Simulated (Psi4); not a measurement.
**CH6Al− ([AlMeH3]-): MP2/def2-TZVPD (density fitting for correlation, ints tolerance 1e-08, sweep point 4)**

What is the vertical electron affinity of CH6Al− ([AlMeH3]-) at MP2/def2-TZVPD (density fitting for correlation, ints tolerance 1e-08, sweep point 4)? 

The calculation is run with Psi4 1.11.

4 further runs of the same task are left out: 4 set aside as unsound or not needed.

## Step 1: The molecule

The species is CH6Al− (8 atoms), meant as a singlet with charge -1. As SMILES, `[H][Al-]([H])([H])[CH3]`. Geometry: a GFN2-xTB relaxation, a rough one for these elements and not checked as a minimum.

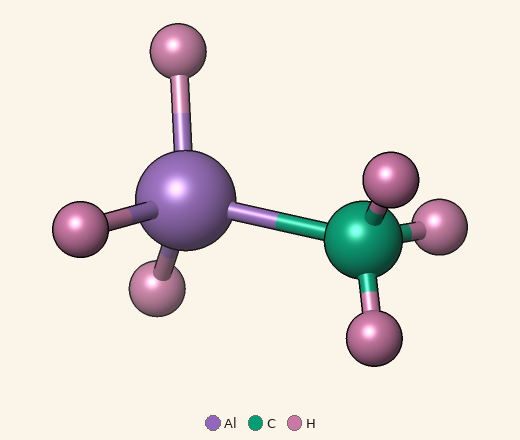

Viewed from a chosen angle; aluminium purple, carbon teal, hydrogen pink.

## Step 2: The energy at MP2/def2-TZVPD (density fitting for correlation, ints tolerance 1e-08, sweep point 4)

calc.in reads:

```
memory 1600 mb

molecule mol {
  -1 1
  Al    -0.00553690     0.00610382    -1.86440379
  C      0.00238105    -0.00784236     2.00807967
  H     -1.89503626     0.11389379     2.84870544
  H      1.06521972     1.57597490     2.83800959
  H      0.85054683    -1.71817679     2.83298292
  H      2.88912668    -0.02825141    -2.89145105
  H     -1.41814497     2.53599356    -2.87393328
  H     -1.48853727    -2.47769551    -2.89798950
  units bohr
  symmetry c1
}

set basis def2-TZVPD
set puream true
set scf_type direct
set num_frozen_docc 6
set ints_tolerance 1e-08
set maxiter 60

result, w = energy("mp2", return_wfn=True)
```

On the command line:

```console
$ psi4 -i calc.in -o calc.out -n 1
```

calc.out:

```text
[...]
  Running in c1 symmetry.
[...]
  Nuclear repulsion =   55.212214564864695
[...]
  Multiplicity = 1
[...]
  Nalpha       = 13
  Nbeta        = 13
[...]
    Number of basis functions: 134
[...]
   @DF-RHF iter   1:  -283.17796943678900   -8.24855e-01   3.36712e-03 DIIS/ADIIS
[...]
   @RHF iter  15:  -283.30194088338260   -3.69482e-12   3.46338e-09 DIIS
[...]
    Orbital Energies [Eh]
    ---------------------
    Doubly Occupied:
       1A    -58.211543     2A    -11.004752     3A     -4.627606
       4A     -2.942722     5A     -2.942715     6A     -2.942248
       7A     -0.725002     8A     -0.351938     9A     -0.347082
      10A     -0.346873    11A     -0.197381    12A     -0.197238
      13A     -0.196762
[...]
  @RHF Final Energy:  -283.30194088338260
   => Energetics <=
    Nuclear Repulsion Energy =             55.2122145648646949
    One-Electron Energy =                -506.9605874932423148
    Two-Electron Energy =                 168.4464320449950776
    Total Energy =                       -283.3019408833825992
[...]
 Multipole Moments:
 ------------------------------------------------------------------------------------
     Multipole            Electronic (a.u.)      Nuclear  (a.u.)        Total (a.u.)
 ------------------------------------------------------------------------------------
 L = 1.  Multiply by 2.5417464519 to convert [e a0] to [Debye]
 Dipole X            :         -0.0105472            0.0107855            0.0002383
 Dipole Y            :          0.0030451           -0.0061262           -0.0030812
 Dipole Z            :         -1.1512470            2.2984718            1.1472248
 Magnitude           :                                                    1.1472290
[...]
```

Run time: 7.5 s. Hardware: 1 thread of Intel Xeon 6975P-C (Granite Rapids), shared host; peak memory 0.25 GiB.

## Step 3: Doublet [CH6Al]2−, same level

calc.inp reads:

```
memory 1600 MB

molecule {
  -2 2
  Al    -0.00553690     0.00610382    -1.86440379
  C      0.00238105    -0.00784236     2.00807967
  H     -1.89503626     0.11389379     2.84870544
  H      1.06521972     1.57597490     2.83800959
  H      0.85054683    -1.71817679     2.83298292
  H      2.88912668    -0.02825141    -2.89145105
  H     -1.41814497     2.53599356    -2.87393328
  H     -1.48853727    -2.47769551    -2.89798950
  units bohr
  symmetry c1
}

set basis def2-TZVPD
set reference uhf
set puream true
set scf_type direct
set num_frozen_docc 6
set ints_tolerance 1e-08
set maxiter 100

result, w = energy("mp2", return_wfn=True)
print_variables()
```

On the command line:

```console
$ psi4 -n 1 calc.inp calc.out
```

calc.out:

```text
[...]
  Running in c1 symmetry.
[...]
  Nuclear repulsion =   55.212214564864695
[...]
  Multiplicity = 2
[...]
  Nalpha       = 14
  Nbeta        = 13
[...]
    Number of basis functions: 134
[...]
   @DF-UHF iter   1:  -282.83676460824984   -4.83650e-01   4.14691e-03 ADIIS/DIIS
[...]
   @UHF iter  28:  -283.12093948202522   -3.17584e-10   9.31578e-09 DIIS
[...]
   @S^2 Observed:                7.502470500E-01
[...]
    Orbital Energies [Eh]
    ---------------------
    Alpha Occupied:
       1A    -58.085816     2A    -10.893749     3A     -4.502355
       4A     -2.817048     5A     -2.817041     6A     -2.816915
       7A     -0.615176     8A     -0.236799     9A     -0.236585
      10A     -0.230140    11A     -0.082139    12A     -0.071389
      13A     -0.071259    14A      0.180203
    Alpha Virtual:
      15A      0.292988    16A      0.346304    17A      0.346331
      18A      0.357691    19A      0.357748    20A      0.363813
      21A      0.391795    22A      0.391853    23A      0.440803
      24A      0.440911    25A      0.448411    26A      0.493437
[...]
  @UHF Final Energy:  -283.12093948202522
   => Energetics <=
    Nuclear Repulsion Energy =             55.2122145648646949
    One-Electron Energy =                -509.9032772535499589
    Two-Electron Energy =                 171.5701232066600710
    Total Energy =                       -283.1209394820252214
  UHF NO Occupations:
  HONO-2 :   12  A 1.9999673
  HONO-1 :   13  A 1.9999585
[...]
 Multipole Moments:
 ------------------------------------------------------------------------------------
     Multipole            Electronic (a.u.)      Nuclear  (a.u.)        Total (a.u.)
 ------------------------------------------------------------------------------------
 L = 1.  Multiply by 2.5417464519 to convert [e a0] to [Debye]
 Dipole X            :         -0.0007770            0.0107855            0.0100084
 Dipole Y            :         -0.0093503           -0.0061262           -0.0154765
 Dipole Z            :          2.0915859            2.2984718            4.3900578
 Magnitude           :                                                    4.3900965
[...]
```

Run time: 14 s. Hardware: 1 thread of Intel Xeon 6975P-C (Granite Rapids), shared host; peak memory 0.25 GiB.

## Step 4: Summary of results

At MP2/def2-TZVPD (density fitting for correlation, ints tolerance 1e-08, sweep point 4), 6 core orbitals frozen:

```
                                                                     quantity          value
                                                 singlet CH6Al−: total energy  -283.59339 Eh
                          singlet CH6Al−: HOMO energy (Hartree–Fock orbitals)       -5.35 eV
                          singlet CH6Al−: LUMO energy (Hartree–Fock orbitals)        4.94 eV
        singlet CH6Al−: HOMO–LUMO gap (to an unbound level, set by the basis)       10.30 eV
                  singlet CH6Al−: correlation energy (6 core orbitals frozen)     -291.4 mEh
                                              doublet [CH6Al]2−: total energy  -283.41818 Eh
doublet [CH6Al]2−: HOMO energy (Hartree–Fock orbitals) (highest over α and β)        4.90 eV
 doublet [CH6Al]2−: LUMO energy (Hartree–Fock orbitals) (lowest over α and β)        7.97 eV
               doublet [CH6Al]2−: correlation energy (6 core orbitals frozen)     -297.2 mEh
                         doublet [CH6Al]2−: ⟨S²⟩ of the reference determinant          0.750
                          vertical electron affinity (to the doublet dianion)      -4.768 eV
```

**Reading.** The dianion lies 4.77 eV (110 kcal/mol) above the anion: the electron isn't bound at this level, and such a value depends on the basis. The HOMO (doublet [CH6Al]2−) lies at positive energy, 4.90 eV: the electron is unbound at this level or held by a compact basis; values depend on the basis.
